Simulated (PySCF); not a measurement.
# PbF4: forces at shaken geometries

Aim: move all atoms of relaxed PbF4 at random and read energies and forces. The species was built from a template and needn't be a known compound.

The runs use PySCF 2.14.0; r2SCAN, Pb def2-SVP with ECP60, F def2-SVP; scalar-relativistic core potentials, no spin–orbit coupling.

4 further runs of the same task are left out: 2 for a known fault of the program, 2 that didn't finish.

## (1) Where the work starts

5 atoms, charge 0, spin multiplicity 1.

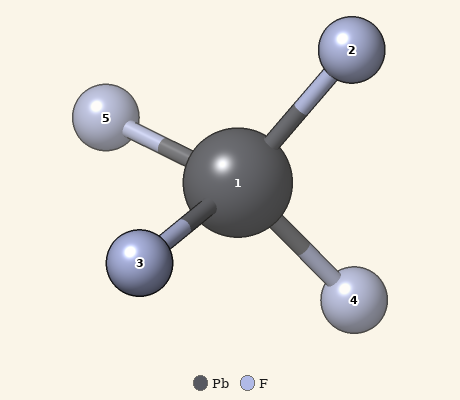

The geometry (lead dark grey, fluorine light blue); atoms are numbered from 1 in the order of the file.

Geometry (Å):

```
atom     x (Å)     y (Å)     z (Å)
 Pb1   0.00000   0.00000   0.00000
  F2   1.57390   0.00000   1.25807
  F3   0.00000   1.57390  -1.25807
  F4  -1.57390   0.00000   1.25807
  F5   0.00000  -1.57390  -1.25807
```

Formal oxidation states: Pb +4. An earlier session relaxed this geometry at r2SCAN, Pb def2-SVP with ECP60, F def2-SVP (singlet, point group D2d).

Its energy there is -591.834709 Eh.

## (2) Atoms moved at random, σ = 0.1 Å

run.py (the lines that set the calculation)

```python
mol = gto.M(atom='''
Pb     0.05417     0.02356    -0.12407
F      1.52451     0.06638     1.35564
F     -0.01139     1.65930    -1.10260
F     -1.47436    -0.15071     1.27514
F     -0.09292    -1.59853    -1.40410''',
    basis={'Pb': 'def2-SVP', 'F': 'def2-SVP'},
    ecp={'Pb': 'def2-SVP'},
    charge=0, spin=0)
mf = dft.RKS(mol, xc='R2SCAN')
mf.grids.atom_grid = (50, 194)
mf = mf.density_fit()  # fitting sets: Pb def2-universal-JKFIT, F def2-universal-JKFIT
mf.conv_tol = 1e-08; mf.max_cycle = 55
mf.kernel(dm0)  # dm0: the density of the relaxed state
```

The run is started by

```console
$ OMP_NUM_THREADS=2 python run.py
```

The log of the run:

```text
init E= -591.79362924765
  HOMO = -0.372590985772438  LUMO = -0.258348057217965  gap/eV = 3.10871
cycle= 1 E= -591.820166494547  delta_E= -0.0265  |g|= 0.0816  |ddm|= 0.439
  HOMO = -0.336540139011089  LUMO = -0.239511059799113  gap/eV = 2.64030
cycle= 2 E= -591.812796065427  delta_E= 0.00737  |g|= 0.207  |ddm|= 0.281
  HOMO = -0.352463232093235  LUMO = -0.240158528130586  gap/eV = 3.05597
cycle= 3 E= -591.82161292318  delta_E= -0.00882  |g|= 0.0285  |ddm|= 0.203
  HOMO = -0.349490817536727  LUMO = -0.241441314732139  gap/eV = 2.94018
cycle= 4 E= -591.821603528831  delta_E= 9.39e-06  |g|= 0.0302  |ddm|= 0.059
  HOMO = -0.351460759686105  LUMO = -0.241639888106839  gap/eV = 2.98838
cycle= 5 E= -591.82178485467  delta_E= -0.000181  |g|= 0.0058  |ddm|= 0.0302
  HOMO = -0.351651658883488  LUMO = -0.241702441373345  gap/eV = 2.99187
cycle= 6 E= -591.821791306559  delta_E= -6.45e-06  |g|= 0.00196  |ddm|= 0.00743
  HOMO = -0.351650431200379  LUMO = -0.241609683617238  gap/eV = 2.99436
cycle= 7 E= -591.821791934791  delta_E= -6.28e-07  |g|= 0.000761  |ddm|= 0.00198
  HOMO = -0.351640899033656  LUMO = -0.241612448136049  gap/eV = 2.99403
cycle= 8 E= -591.821792046401  delta_E= -1.12e-07  |g|= 0.000249  |ddm|= 0.000927
  HOMO = -0.35165061810025  LUMO = -0.241624649468406  gap/eV = 2.99396
cycle= 9 E= -591.821792059718  delta_E= -1.33e-08  |g|= 2.02e-05  |ddm|= 0.000259
  HOMO = -0.351648827221517  LUMO = -0.241623270159568  gap/eV = 2.99395
cycle= 10 E= -591.821792059812  delta_E= -9.37e-11  |g|= 2.39e-06  |ddm|= 3.12e-05
  HOMO = -0.351649417770777  LUMO = -0.241623342534528  gap/eV = 2.99396
Extra cycle  E= -591.821792059807  delta_E= 4.32e-12  |g|= 7.02e-06  |ddm|= 9.13e-06
converged SCF energy = -591.821792059807
```

Run time: 2.5 s. Hardware: 2 threads of Arm Neoverse V2, shared host.

Result: E = -591.821792 Eh (+0.351 eV from the relaxed state), HOMO -9.57 eV, LUMO -6.57 eV, Mulliken charge on Pb1 +1.45 e, largest force component 3.591 eV/Å. 

```
atom      Fx      Fy  Fz (eV/Å)
 Pb1  -0.093  -3.591      3.123
  F2  -0.639  -0.087     -1.138
  F3  -0.086   2.646     -1.634
  F4   0.644   0.171     -0.931
  F5   0.174   0.861      0.581
```

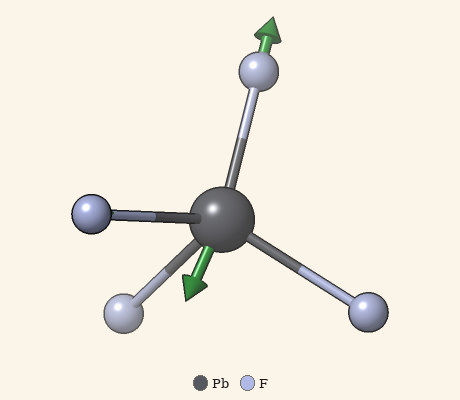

Forces as arrows, the longest for the largest force.

## (3) Atoms moved at random, σ = 0.06 Å

run.py (the lines that set the calculation)

```python
mol = gto.M(atom='''
Pb     0.00805    -0.04000    -0.01868
F      1.46735    -0.02139     1.25084
F      0.01010     1.58436    -1.10491
F     -1.47650    -0.04246     1.16532
F     -0.00900    -1.48051    -1.29257''',
    basis={'Pb': 'def2-SVP', 'F': 'def2-SVP'},
    ecp={'Pb': 'def2-SVP'},
    charge=0, spin=0)
mf = dft.RKS(mol, xc='R2SCAN')
mf.grids.atom_grid = (50, 194)
mf = mf.density_fit()  # fitting sets: Pb def2-universal-JKFIT, F def2-universal-JKFIT
mf.conv_tol = 1e-08; mf.max_cycle = 55
mf.kernel(dm0)  # dm0: the density of the relaxed state
```

The run is started by

```console
$ OMP_NUM_THREADS=2 python run.py
```

The log of the run:

```text
init E= -591.936704560963
  HOMO = -0.359139163120441  LUMO = -0.18013930689764  gap/eV = 4.87083
cycle= 1 E= -591.816657363258  delta_E= 0.12  |g|= 0.0996  |ddm|= 0.368
  HOMO = -0.360323984948509  LUMO = -0.203054116126747  gap/eV = 4.27953
cycle= 2 E= -591.812634722402  delta_E= 0.00402  |g|= 0.177  |ddm|= 0.302
  HOMO = -0.377563968215005  LUMO = -0.204541860938114  gap/eV = 4.70817
cycle= 3 E= -591.818435255746  delta_E= -0.0058  |g|= 0.0308  |ddm|= 0.189
  HOMO = -0.372782500338497  LUMO = -0.20329347167031  gap/eV = 4.61203
cycle= 4 E= -591.818510976085  delta_E= -7.57e-05  |g|= 0.0226  |ddm|= 0.045
  HOMO = -0.374088446979761  LUMO = -0.202817824274479  gap/eV = 4.66051
cycle= 5 E= -591.818609549431  delta_E= -9.86e-05  |g|= 0.00108  |ddm|= 0.02
  HOMO = -0.3741568150564  LUMO = -0.202946938535504  gap/eV = 4.65886
cycle= 6 E= -591.818609645153  delta_E= -9.57e-08  |g|= 0.000678  |ddm|= 0.00157
  HOMO = -0.374159517645983  LUMO = -0.202937336123114  gap/eV = 4.65919
cycle= 7 E= -591.818609727731  delta_E= -8.26e-08  |g|= 0.000205  |ddm|= 0.000761
  HOMO = -0.374150971764711  LUMO = -0.202922773984032  gap/eV = 4.65936
cycle= 8 E= -591.818609735937  delta_E= -8.21e-09  |g|= 1.97e-05  |ddm|= 0.000224
  HOMO = -0.374150863139278  LUMO = -0.202923685678453  gap/eV = 4.65933
Extra cycle  E= -591.818609735628  delta_E= 3.08e-10  |g|= 4.49e-05  |ddm|= 6.81e-05
converged SCF energy = -591.818609735628
```

Run time: 2.3 s. Hardware: 2 threads of Arm Neoverse V2, shared host.

Read off: E = -591.818610 Eh (+0.438 eV from the relaxed state), HOMO -10.18 eV, LUMO -5.52 eV, Mulliken charge on Pb1 +1.54 e, largest force component 2.833 eV/Å. 

```
atom      Fx      Fy  Fz (eV/Å)
 Pb1   0.973   0.758     -0.942
  F2   1.820  -0.046      1.429
  F3   0.024   1.355     -0.929
  F4  -2.833  -0.057      2.172
  F5   0.016  -2.010     -1.729
```

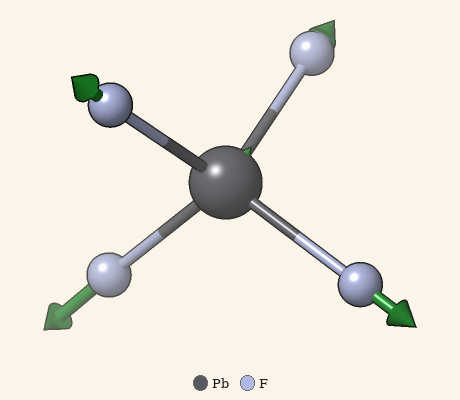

Forces as arrows, the longest for the largest force.

## (4) Atoms moved at random, σ = 0.06 Å

run.py (the lines that set the calculation)

```python
mol = gto.M(atom='''
Pb    -0.09166    -0.09508     0.03177
F      1.61475     0.10991     1.20554
F     -0.05560     1.56834    -1.32297
F     -1.50865     0.02502     1.24576
F      0.04117    -1.60818    -1.16010''',
    basis={'Pb': 'def2-SVP', 'F': 'def2-SVP'},
    ecp={'Pb': 'def2-SVP'},
    charge=0, spin=0)
mf = dft.RKS(mol, xc='R2SCAN')
mf.grids.atom_grid = (50, 194)
mf = mf.density_fit()  # fitting sets: Pb def2-universal-JKFIT, F def2-universal-JKFIT
mf.conv_tol = 1e-08; mf.max_cycle = 55
mf.kernel(dm0)  # dm0: the density of the relaxed state
```

The run is started by

```console
$ OMP_NUM_THREADS=2 python run.py
```

The log of the run:

```text
init E= -591.841734475643
  HOMO = -0.366206998222978  LUMO = -0.233316819050039  gap/eV = 3.61613
cycle= 1 E= -591.807944360029  delta_E= 0.0338  |g|= 0.137  |ddm|= 0.398
  HOMO = -0.303664276593975  LUMO = -0.225065546511498  gap/eV = 2.13878
cycle= 2 E= -591.761050990332  delta_E= 0.0469  |g|= 0.49  |ddm|= 0.662
  HOMO = -0.343103768670693  LUMO = -0.227870359604974  gap/eV = 3.13566
cycle= 3 E= -591.812489875702  delta_E= -0.0514  |g|= 0.0443  |ddm|= 0.477
  HOMO = -0.339842139178155  LUMO = -0.228291520796159  gap/eV = 3.03545
cycle= 4 E= -591.81237952687  delta_E= 0.00011  |g|= 0.0507  |ddm|= 0.084
  HOMO = -0.344316858233026  LUMO = -0.228561325984973  gap/eV = 3.14987
cycle= 5 E= -591.812927013081  delta_E= -0.000547  |g|= 0.00386  |ddm|= 0.0488
  HOMO = -0.344407884983581  LUMO = -0.228526550562698  gap/eV = 3.15329
cycle= 6 E= -591.812928734842  delta_E= -1.72e-06  |g|= 0.00272  |ddm|= 0.00531
  HOMO = -0.344493568897948  LUMO = -0.228489426420484  gap/eV = 3.15663
cycle= 7 E= -591.812930164744  delta_E= -1.43e-06  |g|= 0.000482  |ddm|= 0.00261
  HOMO = -0.344485706931865  LUMO = -0.228485233450826  gap/eV = 3.15653
cycle= 8 E= -591.812930204563  delta_E= -3.98e-08  |g|= 0.00019  |ddm|= 0.000622
  HOMO = -0.344494266448885  LUMO = -0.228494469400438  gap/eV = 3.15652
cycle= 9 E= -591.812930211219  delta_E= -6.66e-09  |g|= 1.84e-05  |ddm|= 0.000152
  HOMO = -0.344486029463767  LUMO = -0.228491852699559  gap/eV = 3.15636
Extra cycle  E= -591.812930210696  delta_E= 5.23e-10  |g|= 5.28e-05  |ddm|= 7.23e-05
converged SCF energy = -591.812930210696
```

Run time: 2.4 s. Hardware: 2 threads of Arm Neoverse V2, shared host.

Result: E = -591.812930 Eh (+0.593 eV from the relaxed state), HOMO -9.37 eV, LUMO -6.22 eV, Mulliken charge on Pb1 +1.48 e, largest force component 4.541 eV/Å. 

```
atom      Fx      Fy  Fz (eV/Å)
 Pb1   4.541   3.421     -2.193
  F2  -0.951  -0.132     -0.669
  F3  -0.121  -1.597      1.260
  F4  -3.564   0.177      2.942
  F5   0.095  -1.868     -1.339
```

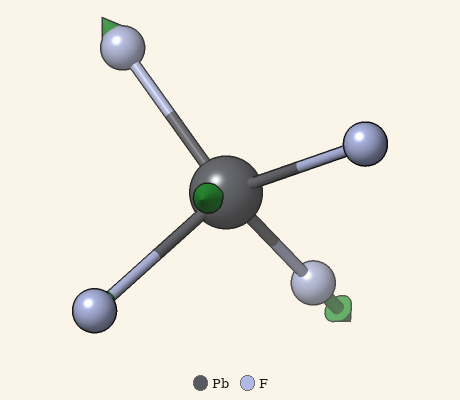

Forces as arrows, the longest for the largest force.

## (5) Results

| σ (Å) | energy rise (eV) | harmonic estimate −½ F·u (eV) | largest force component (eV/Å) |
| --- | --- | --- | --- |
| 0.1 | 0.351 | 0.345 | 3.59 |
| 0.06 | 0.438 | 0.470 | 2.83 |
| 0.06 | 0.593 | 0.612 | 4.54 |

Every displacement raises the energy. For a harmonic well the rise equals −½ F·u; the two differ by at most 7 % here (a move with σ = 0.06 Å), from anharmonicity, the grid and the small forces left at the relaxed point. These are double-zeta-type bases without diffuse functions. Spin–orbit coupling is left out.
